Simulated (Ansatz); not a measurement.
# CH$_{7}$AlBO (charge +1): what the fields show

Input

```
crystal:
  periodic: [false, false, false]
  atoms:
    - {symbol: C, position_ang: [-1.642752, -0.431556, 0.170183]}
    - {symbol: Al, position_ang: [0.744224, -2.144982, -1.869840]}
    - {symbol: B, position_ang: [-0.846757, 0.327610, -0.890728]}
    - {symbol: O, position_ang: [0.127255, -0.357792, -1.726436]}
    - {symbol: H, position_ang: [-2.719136, -0.263552, -0.023972]}
    - {symbol: H, position_ang: [-1.466320, -1.508598, 0.288213]}
    - {symbol: H, position_ang: [-1.476749, 0.067540, 1.143864]}
    - {symbol: H, position_ang: [0.034598, -3.080240, -0.849439]}
    - {symbol: H, position_ang: [-0.920138, 1.496550, -1.147150]}
    - {symbol: H, position_ang: [0.550925, 0.261866, -2.352284]}
    - {symbol: H, position_ang: [1.806389, -2.092552, -3.011115]}
basis:
  gaussian: {orbitals: def2-TZVPD}
total_charge: 1
hamiltonian: {xc: pbe0}
output: {forces: true, orbitals: {seedname: orbitals}}
```

Command:

```sh
ansatz run input.yaml --threads 2 --pin off --max-ram 4350MiB --events-out events.jsonl --progress --plain --runs-dir runs
```

Geometry: r2SCAN-D4/def2-SVP.

All numbers below come from Ansatz 0.2.0, isolated molecule in a Gaussian basis; Kohn-Sham density functional theory, functional PBE0.

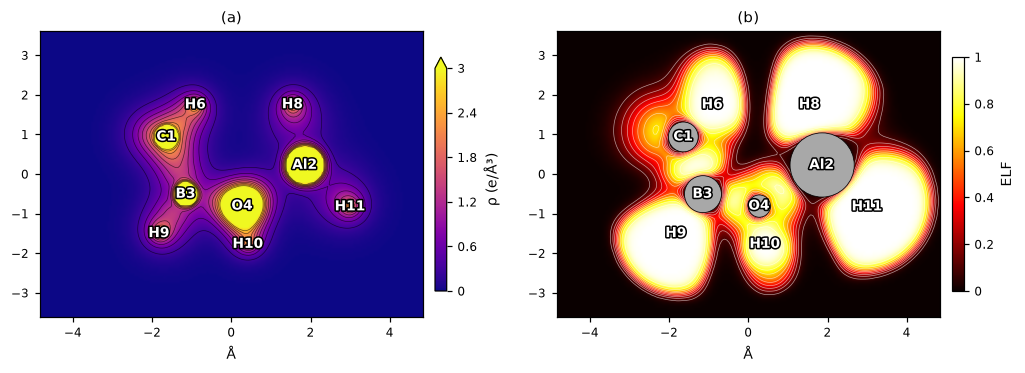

Figure 1. (a) total electron density; (b) electron localisation function on the plane of atoms Al2, O4 and B3. Grey discs cover the atomic cores in the ELF map.

> Read the bonding off the picture.

- The plane passes through C, Al, B, O and H nuclei.
- B–O (1.45 Å): ρ at the midpoint is about 1.7 e/Å³; the ELF peaks at about 0.90 between the atoms, as expected for a shared but strongly polarised pair.
- C–B (1.53 Å): the density is about 1.5 e/Å³ at the midpoint; the ELF peaks at about 0.95 between the atoms; localised, covalent bonding.
- Al–O (1.90 Å): ρ is about 0.56 e/Å³ halfway; the ELF peaks at about 0.90 in the valence shell of O, 0.7 Å from its nucleus, and is about 0.50 at the midpoint.
- O–H (0.98 Å): the density is about 3.8 e/Å³ at the midpoint; the ELF climbs to about 1 towards the hydrogen, as it does in any bond to H (an ordinary covalent bond to hydrogen).
- C–H (1.10 Å): the density is about 1.9 e/Å³ at the midpoint; the ELF climbs to about 1 towards the hydrogen; an ordinary covalent bond to hydrogen.

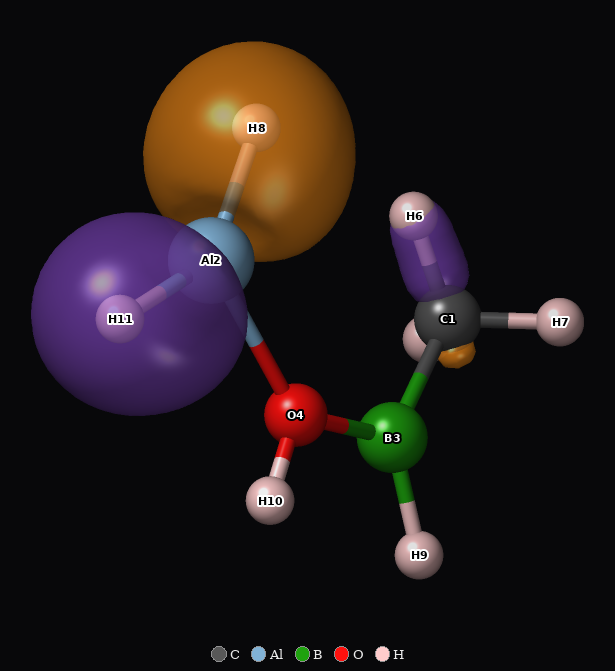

Figure 2. One frontier orbital at ±0.15 Å⁻³ᐟ² (orange and purple are the two phases), seen at an oblique angle.

> Which orbital is it: HOMO or LUMO?

The HOMO, at −14.11 eV. Its weight (Hirshfeld) is mainly on Al2 (about 35 %), H8 (about 30 %) and H11 (about 25 %).
